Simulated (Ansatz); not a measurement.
# Si4: molecular dynamics

- system: Si4
- method: RKS BLYP-d3bj/6-31G* (Ansatz 0.2.0)

The geometry comes from this level: PBE0-D4/def2-TZVP. Figures and captions count atoms from 1; the log counts them from 0 in places.

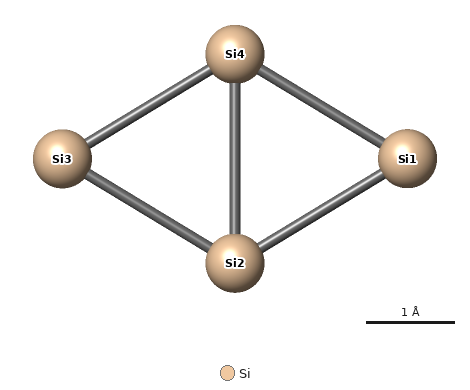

The input geometry (ball-and-stick view, seen on its broad side; atoms are numbered from 1 in the order of the input).

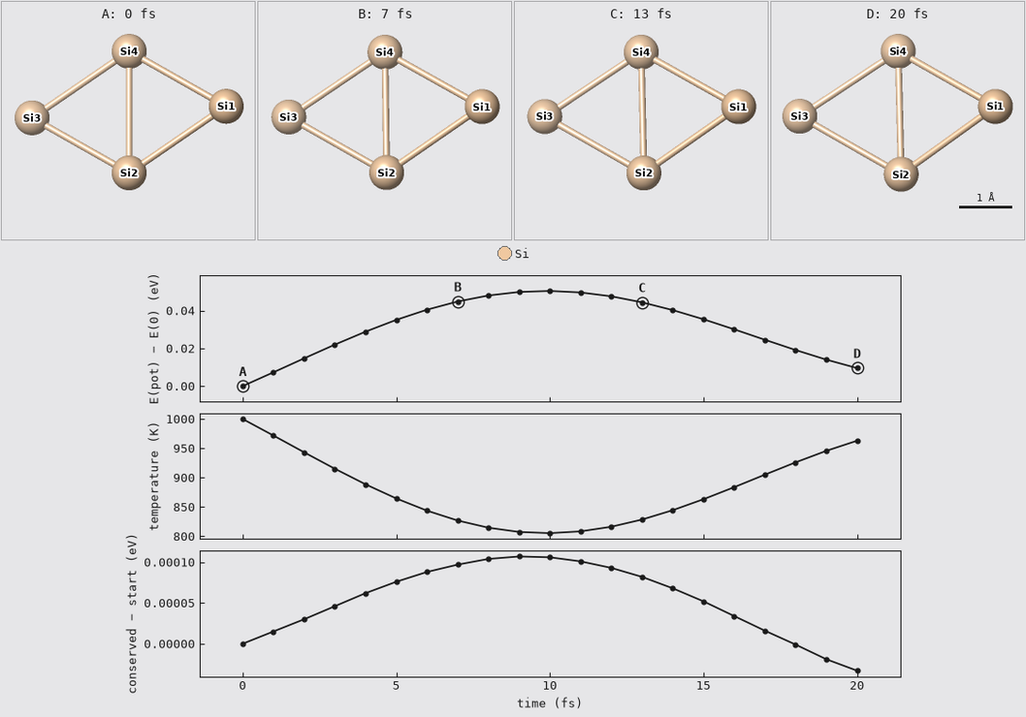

Frames of the molecular dynamics (ball-and-stick, seen at a tilt) above the curves, on which the letters mark them. The trajectory kept here has 21 frames over 20 fs. The temperature starts at 1000 K, ranges from 805 to 1000 K and averages 872 K over the second half. The potential energy ends 0.010 eV above its first value. The conserved quantity stays within 0.00014 eV. After an unweighted best fit of the last frame on the first, the root-mean-square displacement is 0.12 Å.

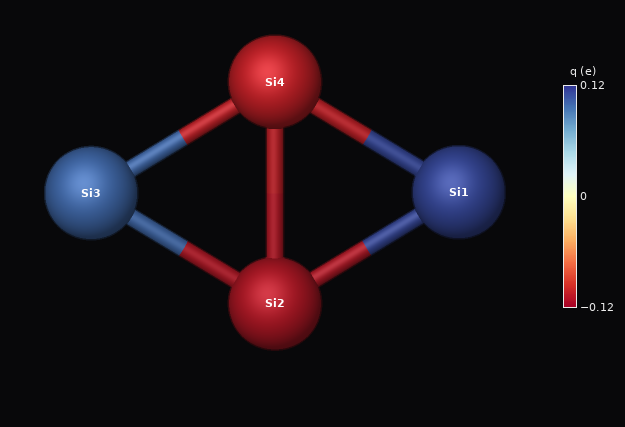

Mulliken charges, as the colour of each atom (ball-and-stick view, seen at a tilt; atoms are numbered from 1 in the order of the input). By element: Si −0.11 to +0.11 e.

The input that produced these results follows, with the program's output.

### Input file
```yaml
crystal:
  periodic: [false, false, false]
  atoms:
    - {symbol: Si, position_ang: [1.067466, -0.501881, 1.579597]}
    - {symbol: Si, position_ang: [-0.860313, 0.422166, 0.715518]}
    - {symbol: Si, position_ang: [-1.066093, 0.504722, -1.579622]}
    - {symbol: Si, position_ang: [0.858939, -0.424998, -0.715494]}
basis:
  gaussian: {orbitals: "6-31G*"}
hamiltonian: {xc: {name: BLYP}, dispersion: d3bj}
md: {timestep: 1 fs, n_steps: 20, ensemble: nve, temperature: 1000, initial_velocities: maxwell_boltzmann, seed: 674}
```

Launch command:
```bash
ansatz run in.yaml --threads 4 --pin off --events-out ev --progress --plain --max-ram 10444MiB
```

### Output
```
Functional definition: BLYP
  name "BLYP"
  cite "Becke, Phys. Rev. A 38, 3098 (1988) doi:10.1103/PhysRevA.38.3098"
  cite "Lee, Yang & Parr, Phys. Rev. B 37, 785 (1988) doi:10.1103/PhysRevB.37.785"
  parameter beta = 0.0042
  parameter a = 0.04918
  parameter b = 0.132
  parameter c = 0.2533
  parameter d = 0.349
  exchange = b88_x(beta = beta)
  correlation = lyp_c(a = a, b = b, c = c, d = d)
792 factors; their error is unknown
mean field evaluation 1: about -31504.0281 eV, gradient 2.3e1 eV
mean field evaluation 2: about -31500.9960 eV, gradient 3.5e1 eV
mean field evaluation 4: about -31506.2804 eV, gradient 1.5e0 eV
mean field evaluation 8: about -31506.1692 eV, gradient 1.2e-1 eV
mean field evaluation 16: about -31506.1693 eV, gradient 8.2e-6 eV
mean field evaluation 32: about -31500.8269 eV, gradient 1.8e0 eV
mean field -31506.16927463 eV, -1157.8303651940 hartree, gradient 8.2e-6 eV, S^2 0.000000; 3 other end points of the search recorded, 0 dependent functions left out
the calculation of the forces begins
reference -31506.16954945 eV, -1157.8303752934 hartree; 28, 28 occupied and 48, 48 virtual orbitals, 792 factors
md step     0: t =     0.00 fs  T =  1000.0 K  F+E_penalty+E_count = -31506.75975681 eV  E_kin = 0.258520 eV  conserved = -31506.50123681 eV  (97 SCF iters)
these checks for a lower state are left out or cut short: starts, cluster_reference, orbital_swaps, neighbouring_geometries, increment
792 factors; their error is unknown
mean field -31506.16180511 eV, -1157.8300906945 hartree, gradient 2.6e-5 eV, S^2 0.000000; 0 other end points of the search recorded, 0 dependent functions left out
[... from here on the field's lines of each further geometry are left out, up to the last ...]
md step     1: t =     1.00 fs  T =   971.8 K  F+E_penalty+E_count = -31506.75245875 eV  E_kin = 0.251237 eV  conserved = -31506.50122213 eV  (30 SCF iters)
md step     2: t =     2.00 fs  T =   943.2 K  F+E_penalty+E_count = -31506.74505372 eV  E_kin = 0.243847 eV  conserved = -31506.50120669 eV  (30 SCF iters)
md step     3: t =     3.00 fs  T =   915.2 K  F+E_penalty+E_count = -31506.73778944 eV  E_kin = 0.236598 eV  conserved = -31506.50119110 eV  (31 SCF iters)
md step     4: t =     4.00 fs  T =   888.7 K  F+E_penalty+E_count = -31506.73091403 eV  E_kin = 0.229739 eV  conserved = -31506.50117524 eV  (31 SCF iters)
md step     5: t =     5.00 fs  T =   864.6 K  F+E_penalty+E_count = -31506.72466905 eV  E_kin = 0.223508 eV  conserved = -31506.50116135 eV  (31 SCF iters)
md step     6: t =     6.00 fs  T =   843.7 K  F+E_penalty+E_count = -31506.71927384 eV  E_kin = 0.218125 eV  conserved = -31506.50114907 eV  (31 SCF iters)
md step     7: t =     7.00 fs  T =   826.9 K  F+E_penalty+E_count = -31506.71491907 eV  E_kin = 0.213779 eV  conserved = -31506.50113959 eV  (30 SCF iters)
md step     8: t =     8.00 fs  T =   814.7 K  F+E_penalty+E_count = -31506.71175441 eV  E_kin = 0.210621 eV  conserved = -31506.50113319 eV  (30 SCF iters)
md step     9: t =     9.00 fs  T =   807.5 K  F+E_penalty+E_count = -31506.70988131 eV  E_kin = 0.208751 eV  conserved = -31506.50113026 eV  (31 SCF iters)
md step    10: t =    10.00 fs  T =   805.4 K  F+E_penalty+E_count = -31506.70934640 eV  E_kin = 0.208215 eV  conserved = -31506.50113106 eV  (31 SCF iters)
md step    11: t =    11.00 fs  T =   808.5 K  F+E_penalty+E_count = -31506.71013788 eV  E_kin = 0.209002 eV  conserved = -31506.50113561 eV  (31 SCF iters)
md step    12: t =    12.00 fs  T =   816.3 K  F+E_penalty+E_count = -31506.71218490 eV  E_kin = 0.211041 eV  conserved = -31506.50114377 eV  (30 SCF iters)
md step    13: t =    13.00 fs  T =   828.6 K  F+E_penalty+E_count = -31506.71536007 eV  E_kin = 0.214205 eV  conserved = -31506.50115521 eV  (31 SCF iters)
md step    14: t =    14.00 fs  T =   844.5 K  F+E_penalty+E_count = -31506.71948484 eV  E_kin = 0.218316 eV  conserved = -31506.50116932 eV  (30 SCF iters)
md step    15: t =    15.00 fs  T =   863.2 K  F+E_penalty+E_count = -31506.72433802 eV  E_kin = 0.223153 eV  conserved = -31506.50118547 eV  (30 SCF iters)
md step    16: t =    16.00 fs  T =   883.7 K  F+E_penalty+E_count = -31506.72966593 eV  E_kin = 0.228463 eV  conserved = -31506.50120289 eV  (31 SCF iters)
md step    17: t =    17.00 fs  T =   905.1 K  F+E_penalty+E_count = -31506.73519464 eV  E_kin = 0.233974 eV  conserved = -31506.50122107 eV  (30 SCF iters)
md step    18: t =    18.00 fs  T =   926.1 K  F+E_penalty+E_count = -31506.74064089 eV  E_kin = 0.239403 eV  conserved = -31506.50123819 eV  (30 SCF iters)
md step    19: t =    19.00 fs  T =   945.7 K  F+E_penalty+E_count = -31506.74572898 eV  E_kin = 0.244473 eV  conserved = -31506.50125557 eV  (31 SCF iters)
the calculation of the forces begins
reference -31506.16130263 eV, -1157.8300722286 hartree; 28, 28 occupied and 48, 48 virtual orbitals, 792 factors
792 factors; their error is unknown
mean field evaluation 192: about -31506.2803 eV, gradient 2.6e-1 eV
mean field -31506.16103088 eV, -1157.8300622420 hartree, gradient 2.5e-5 eV, S^2 0.000000; 2 other end points of the search recorded, 0 dependent functions left out
the calculation of the forces begins
reference -31506.16130263 eV, -1157.8300722286 hartree; 28, 28 occupied and 48, 48 virtual orbitals, 792 factors
md step    20: t =    20.00 fs  T =   962.9 K  F+E_penalty+E_count = -31506.75019499 eV  E_kin = 0.248925 eV  conserved = -31506.50127021 eV  (43 SCF iters)
Total energy: -31506.75046674 eV, -1157.8517236102 hartree
Atom 0 at     1.114632    -0.400016     1.619490 Å, force     0.131815    -0.179614    -0.298908 eV/Å
Atom 1 at    -0.907693     0.320015     0.733668 Å, force    -0.363081     0.245118     0.113635 eV/Å
Atom 2 at    -1.008315     0.602934    -1.586711 Å, force    -0.573149     0.254160    -0.291663 eV/Å
Atom 3 at     0.801375    -0.522924    -0.766448 Å, force     0.804415    -0.319663     0.476936 eV/Å
Dipole moment:    -0.007579    -0.062305     0.032910 e Å
```

### Trajectory as extended XYZ (Å, eV, eV/Å), 21 frames, from step=0 to step=20
```
4
Properties=species:S:1:pos:R:3:forces:R:3 step=0 time_fs=0.0 energy=-31506.75976 temperature=1000.0
Si    1.0675   -0.5019    1.5796    0.3951  -0.1864   0.5850
Si   -0.8603    0.4222    0.7155   -0.5969   0.2941   0.4968
Si   -1.0661    0.5047   -1.5796   -0.3951   0.1864  -0.5850
Si    0.8589   -0.4250   -0.7155    0.5969  -0.2942  -0.4968
4
Properties=species:S:1:pos:R:3:forces:R:3 step=1 time_fs=1.0 energy=-31506.75246 temperature=971.8
Si    1.0684   -0.4961    1.5805    0.4203  -0.1987   0.5637
Si   -0.8603    0.4159    0.7147   -0.6461   0.3177   0.5268
Si   -1.0609    0.5085   -1.5776   -0.4658   0.2211  -0.6385
Si    0.8527   -0.4283   -0.7176    0.6916  -0.3401  -0.4519
4
Properties=species:S:1:pos:R:3:forces:R:3 step=2 time_fs=2.0 energy=-31506.74505 temperature=943.2
Si    1.0694   -0.4903    1.5816    0.4419  -0.2093   0.5377
Si   -0.8604    0.4097    0.7140   -0.6902   0.3383   0.5521
Si   -1.0558    0.5123   -1.5757   -0.5338   0.2556  -0.6869
Si    0.8468   -0.4317   -0.7199    0.7822  -0.3846  -0.4029
4
Properties=species:S:1:pos:R:3:forces:R:3 step=3 time_fs=3.0 energy=-31506.73779 temperature=915.2
Si    1.0707   -0.4846    1.5829    0.4596  -0.2183   0.5073
Si   -0.8608    0.4036    0.7135   -0.7287   0.3558   0.5723
Si   -1.0509    0.5162   -1.5741   -0.5981   0.2893  -0.7294
Si    0.8411   -0.4352   -0.7224    0.8673  -0.4268  -0.3503
4
Properties=species:S:1:pos:R:3:forces:R:3 step=4 time_fs=4.0 energy=-31506.73091 temperature=888.7
Si    1.0720   -0.4790    1.5844    0.4731  -0.2257   0.4730
Si   -0.8615    0.3977    0.7133   -0.7611   0.3699   0.5871
Si   -1.0462    0.5202   -1.5727   -0.6579   0.3217  -0.7654
Si    0.8357   -0.4388   -0.7249    0.9458  -0.4659  -0.2948
4
Properties=species:S:1:pos:R:3:forces:R:3 step=5 time_fs=5.0 energy=-31506.72467 temperature=864.6
Si    1.0736   -0.4735    1.5861    0.4822  -0.2313   0.4350
Si   -0.8624    0.3919    0.7132   -0.7867   0.3807   0.5962
Si   -1.0418    0.5243   -1.5716   -0.7120   0.3520  -0.7941
Si    0.8306   -0.4427   -0.7276    1.0165  -0.5014  -0.2371
4
Properties=species:S:1:pos:R:3:forces:R:3 step=6 time_fs=6.0 energy=-31506.71927 temperature=843.7
Si    1.0753   -0.4680    1.5878    0.4869  -0.2354   0.3939
Si   -0.8636    0.3862    0.7133   -0.8052   0.3882   0.5992
Si   -1.0375    0.5285   -1.5708   -0.7598   0.3796  -0.8151
Si    0.8259   -0.4467   -0.7304    1.0782  -0.5325  -0.1780
4
Properties=species:S:1:pos:R:3:forces:R:3 step=7 time_fs=7.0 energy=-31506.71492 temperature=826.9
Si    1.0771   -0.4627    1.5898    0.4869  -0.2379   0.3498
Si   -0.8651    0.3806    0.7137   -0.8165   0.3924   0.5962
Si   -1.0336    0.5329   -1.5703   -0.8003   0.4039  -0.8279
Si    0.8215   -0.4508   -0.7332    1.1299  -0.5584  -0.1182
4
Properties=species:S:1:pos:R:3:forces:R:3 step=8 time_fs=8.0 energy=-31506.71175 temperature=814.7
Si    1.0792   -0.4574    1.5918    0.4823  -0.2388   0.3034
Si   -0.8668    0.3752    0.7142   -0.8202   0.3935   0.5871
Si   -1.0299    0.5374   -1.5700   -0.8329   0.4242  -0.8322
Si    0.8176   -0.4552   -0.7360    1.1708  -0.5788  -0.0583
4
Properties=species:S:1:pos:R:3:forces:R:3 step=9 time_fs=9.0 energy=-31506.70988 temperature=807.5
Si    1.0814   -0.4522    1.5940    0.4731  -0.2384   0.2550
Si   -0.8689    0.3699    0.7149   -0.8163   0.3915   0.5719
Si   -1.0265    0.5420   -1.5700   -0.8570   0.4400  -0.8278
Si    0.8140   -0.4598   -0.7389    1.2002  -0.5930   0.0009
4
Properties=species:S:1:pos:R:3:forces:R:3 step=10 time_fs=10.0 energy=-31506.70935 temperature=805.4
Si    1.0837   -0.4470    1.5962    0.4595  -0.2367   0.2050
Si   -0.8712    0.3648    0.7159   -0.8049   0.3866   0.5509
Si   -1.0234    0.5468   -1.5703   -0.8723   0.4507  -0.8146
Si    0.8108   -0.4646   -0.7417    1.2177  -0.6006   0.0587
4
Properties=species:S:1:pos:R:3:forces:R:3 step=11 time_fs=11.0 energy=-31506.71014 temperature=808.5
Si    1.0863   -0.4420    1.5985    0.4414  -0.2339   0.1538
Si   -0.8738    0.3598    0.7170   -0.7863   0.3792   0.5243
Si   -1.0206    0.5518   -1.5709   -0.8784   0.4561  -0.7929
Si    0.8081   -0.4695   -0.7446    1.2232  -0.6015   0.1147
4
Properties=species:S:1:pos:R:3:forces:R:3 step=12 time_fs=12.0 energy=-31506.71219 temperature=816.3
Si    1.0889   -0.4370    1.6009    0.4193  -0.2300   0.1019
Si   -0.8766    0.3549    0.7183   -0.7605   0.3694   0.4925
Si   -1.0181    0.5569   -1.5718   -0.8753   0.4559  -0.7627
Si    0.8058   -0.4747   -0.7474    1.2166  -0.5953   0.1683
4
Properties=species:S:1:pos:R:3:forces:R:3 step=13 time_fs=13.0 energy=-31506.71536 temperature=828.6
Si    1.0918   -0.4322    1.6033    0.3932  -0.2252   0.0496
Si   -0.8797    0.3502    0.7198   -0.7282   0.3577   0.4560
Si   -1.0159    0.5621   -1.5729   -0.8633   0.4497  -0.7246
Si    0.8039   -0.4801   -0.7501    1.1983  -0.5822   0.2191
4
Properties=species:S:1:pos:R:3:forces:R:3 step=14 time_fs=14.0 energy=-31506.71949 temperature=844.5
Si    1.0947   -0.4273    1.6057    0.3636  -0.2197  -0.0028
Si   -0.8831    0.3455    0.7214   -0.6897   0.3442   0.4151
Si   -1.0141    0.5675   -1.5743   -0.8426   0.4377  -0.6791
Si    0.8024   -0.4857   -0.7528    1.1686  -0.5622   0.2667
4
Properties=species:S:1:pos:R:3:forces:R:3 step=15 time_fs=15.0 energy=-31506.72434 temperature=863.2
Si    1.0978   -0.4226    1.6081    0.3308  -0.2136  -0.0548
Si   -0.8867    0.3410    0.7232   -0.6455   0.3293   0.3706
Si   -1.0124    0.5731   -1.5759   -0.8137   0.4199  -0.6268
Si    0.8013   -0.4915   -0.7554    1.1285  -0.5356   0.3109
4
Properties=species:S:1:pos:R:3:forces:R:3 step=16 time_fs=16.0 energy=-31506.72967 temperature=883.7
Si    1.1010   -0.4180    1.6105    0.2951  -0.2071  -0.1061
Si   -0.8905    0.3366    0.7251   -0.5964   0.3134   0.3230
Si   -1.0111    0.5788   -1.5777   -0.7773   0.3965  -0.5684
Si    0.8007   -0.4975   -0.7579    1.0786  -0.5028   0.3515
4
Properties=species:S:1:pos:R:3:forces:R:3 step=17 time_fs=17.0 energy=-31506.73520 temperature=905.1
Si    1.1043   -0.4134    1.6128    0.2569  -0.2003  -0.1565
Si   -0.8946    0.3323    0.7271   -0.5429   0.2967   0.2729
Si   -1.0101    0.5847   -1.5797   -0.7341   0.3678  -0.5049
Si    0.8003   -0.5036   -0.7602    1.0201  -0.4642   0.3885
4
Properties=species:S:1:pos:R:3:forces:R:3 step=18 time_fs=18.0 energy=-31506.74064 temperature=926.1
Si    1.1077   -0.4089    1.6151    0.2167  -0.1934  -0.2056
Si   -0.8988    0.3281    0.7292   -0.4857   0.2796   0.2209
Si   -1.0092    0.5907   -1.5819   -0.6851   0.3341  -0.4370
Si    0.8004   -0.5099   -0.7624    0.9541  -0.4203   0.4216
4
Properties=species:S:1:pos:R:3:forces:R:3 step=19 time_fs=19.0 energy=-31506.74573 temperature=945.7
Si    1.1111   -0.4044    1.6173    0.1749  -0.1864  -0.2531
Si   -0.9032    0.3240    0.7314   -0.4256   0.2623   0.1676
Si   -1.0087    0.5967   -1.5842   -0.6311   0.2961  -0.3656
Si    0.8007   -0.5164   -0.7645    0.8818  -0.3719   0.4511
4
Properties=species:S:1:pos:R:3:forces:R:3 step=20 time_fs=20.0 energy=-31506.75020 temperature=962.9
Si    1.1146   -0.4000    1.6195    0.1318  -0.1796  -0.2989
Si   -0.9077    0.3200    0.7337   -0.3631   0.2451   0.1136
Si   -1.0083    0.6029   -1.5867   -0.5731   0.2542  -0.2917
Si    0.8014   -0.5229   -0.7664    0.8044  -0.3197   0.4769
```

### Key numbers

```csv
quantity,value
outcome,finished
mean temperature over the second half,872 K
trajectory,"20 steps, 20 fs"
ensemble,nve
temperature in the input,1000 K
time step,1 fs
potential energy (last step),−31506.7505 eV
mean-field energy (last step),−31506.1613 eV
dispersion energy (last step),−0.5892 eV
SCF solution under orbital rotations (last step),stable
largest force (length of the vector) (last step),0.988 eV/Å
dipole moment (last step),0.34 D
hardware,"4 threads of Arm Neoverse V1, 23 GiB of memory available, shared host"
wall time,14 s (CPU time 52 s)
peak memory,0.34 GiB
```

So short a trajectory is not equilibrated.
